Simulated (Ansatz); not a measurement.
## CdS, response to strain

Start from CdS in the wurtzite structure (space group P6_3mc, No. 186; a = 4.0741 Å, c = 6.6367 Å). Axes: x lies along a and z along c of the hexagonal cell.

Strains are applied to the cell and any free atomic positions relax; under biaxial strain the out-of-plane vector relaxes too.

Method: LDA, PAW, 420 eV (Ansatz, a quantum-chemistry and plane-wave program; no spin-orbit coupling).

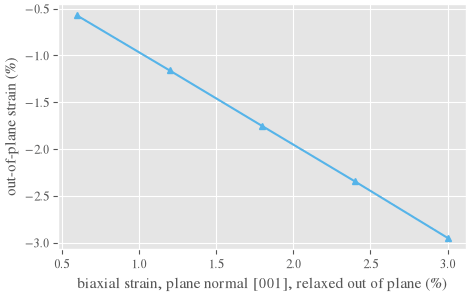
Figure. Out-of-plane strain against biaxial strain, plane normal [001], relaxed out of plane

Question: From the plot, what is the out-of-plane strain for biaxial strain +3.00 %, plane normal [001], relaxed out of plane?

Answer: About -2.9 %.

Question: Is the trend monotonic over the range shown?

Answer: Yes, it falls throughout, spanning -2.95 % to -0.57 %.

Stability against distortions was not tested.
